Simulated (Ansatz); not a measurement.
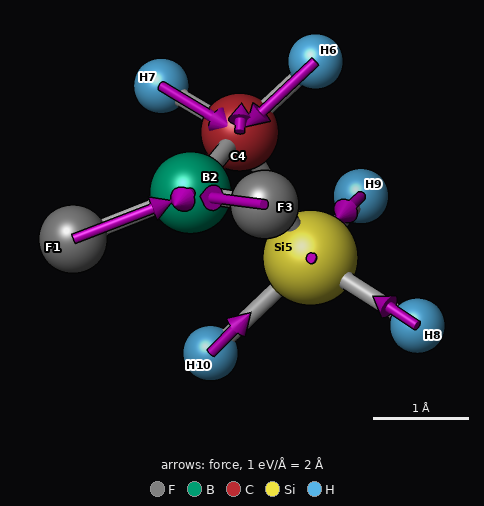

Starting geometry of CH5BF2Si with the computed forces as purple arrows. A ball-and-stick model, seen from a free direction.

The start comes from PBE-D4/def2-SVP.

The calculation used RKS PBE0-D4/def2-TZVP in Ansatz 0.2.0. Set-up: force threshold 0.005 eV/Å; at most 150 steps.

### Is this structure relaxed? If not, where do the atoms go?

It isn't relaxed: the largest force vector, on F3, is 0.58 eV/Å. The final displacements follow the starting forces only in part (cosine between the two patterns 0.47). Over 7 accepted moves (10 points after the start) the energy falls by 0.031 eV. The largest force component goes from 0.54 to 0.0018 eV/Å. The line search rejected the trial steps at points 2, 4, 9 of the run. The forces were under the threshold at step 7, but the run went on from there. H9 moves most after the best rigid fit: 0.044 Å. By element the largest moves are H 0.044 Å, F 0.043 Å, C 0.023 Å, B 0.010 Å, Si 0.004 Å. Near-neighbour distances that change, for instance: C4–Si5 1.907 → 1.887 Å, Si5–H10 1.504 → 1.486 Å, C4–H6 1.109 → 1.093 Å, B2–F3 1.336 → 1.324 Å.
